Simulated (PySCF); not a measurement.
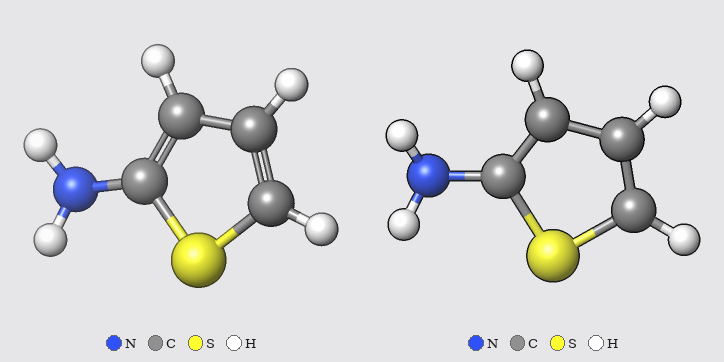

Two views of one molecule.

The geometry was computed by an optimisation with GFN2-xTB. No frequency run is at hand to confirm it as a minimum.

What does the picture show?

The molecule is C₄H₅NS. As SMILES it reads `Nc1cccs1`. Independent rings (smallest set): 1 of 5 members, 1 of them aromatic. The point group is C1. Coordination, clear cases only: 4 C trigonal planar; 1 S bent.

The parts below concern this one geometry. Atoms keep their numbers from picture to picture.

Quadrupole coupling

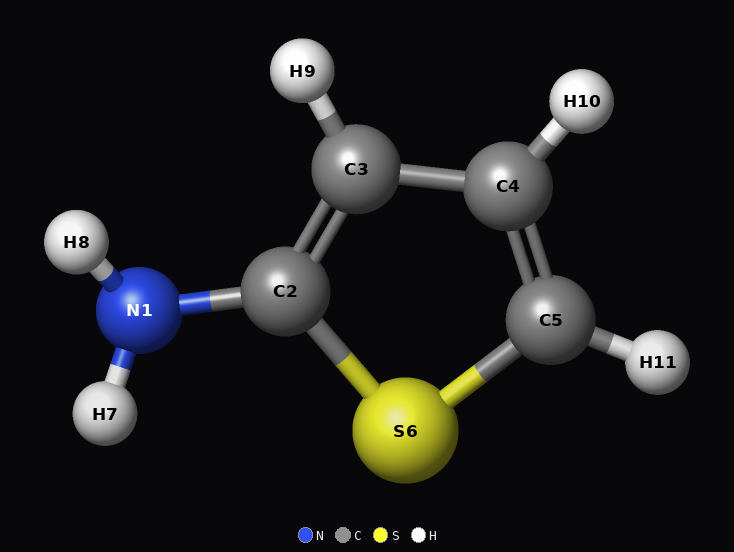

No frequency run is at hand to confirm it as a minimum. Electric field gradients from the ground-state density, PBE0/pcSseg-1 (PySCF 2.14.0), non-relativistic apart from any core potentials.

Give the largest field-gradient component, the quadrupole coupling constant and the asymmetry for 14N at N1 (Q = 20.44 mb), 33S at S6 (Q = −67.81 mb).

```tsv
atom	V_zz (a.u.)	e²qQ/h (MHz)	η
N1	−1.150	−5.52	0.14
S6	1.981	−31.6	0.80
```

Electronic properties

No frequency run is at hand to confirm it as a minimum. Level of theory: PBE0/pcSseg-1, gas phase (PySCF 2.14.0).

What is the dipole moment?

Answer. 1.78 D.

Give the LUMO energy (Kohn–Sham orbital) at this level.

Answer. 0.18 eV.

Give the HOMO energy (Kohn–Sham orbital) at this level.

Answer. −5.63 eV.

NMR shielding

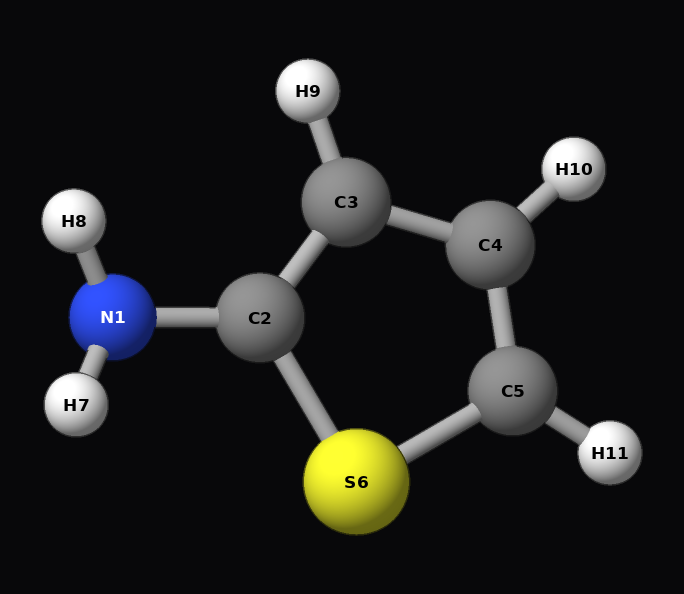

No frequency run is at hand to confirm it as a minimum. Level of theory: GIAO PBE0/pcSseg-1 NMR shielding, non-relativistic, gas phase (PySCF 2.14.0). Principal shieldings σ11 ≤ σ22 ≤ σ33, span Ω = σ33 − σ11, skew κ = 3(σiso − σ22)/Ω.

Which C atom has the most anisotropic shielding?

Answer. C4, with a span of 177 ppm.

Give the shielding tensors of the C atoms.

| atom | σ11 | σ22 | σ33 | σiso | Ω | κ |
| --- | --- | --- | --- | --- | --- | --- |
| C2 | −47.6 | 13.1 | 110.2 | 25.2 | 157.9 | 0.23 |
| C3 | 19.5 | 77.9 | 145.9 | 81.1 | 126.4 | 0.08 |
| C4 | −27.9 | 46.6 | 148.8 | 55.8 | 176.7 | 0.16 |
| C5 | −14.1 | 93.0 | 137.9 | 72.3 | 152.0 | −0.41 |

Shieldings and span in ppm.
